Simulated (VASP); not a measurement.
Band structure of Li2S (antifluorite). All values below come from SCAN meta-GGA, VASP's PBE PAW potentials (set 64) (plane waves; VASP).

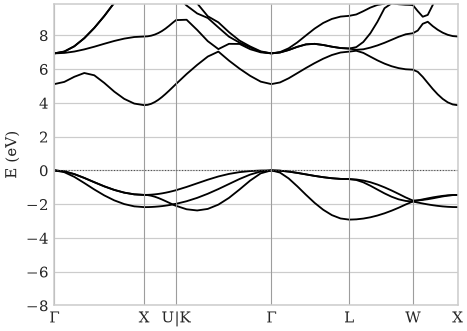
Figure. Bands along high-symmetry lines, zero at the valence-band maximum or, without a gap, the Fermi level

Q: Read the plot: is there a gap, and where are the band edges?

A: The gap is indirect, 3.86 eV, from the valence maximum at Γ to the conduction minimum at X.

The compound is Li2S in the antifluorite structure. It was relaxed first.
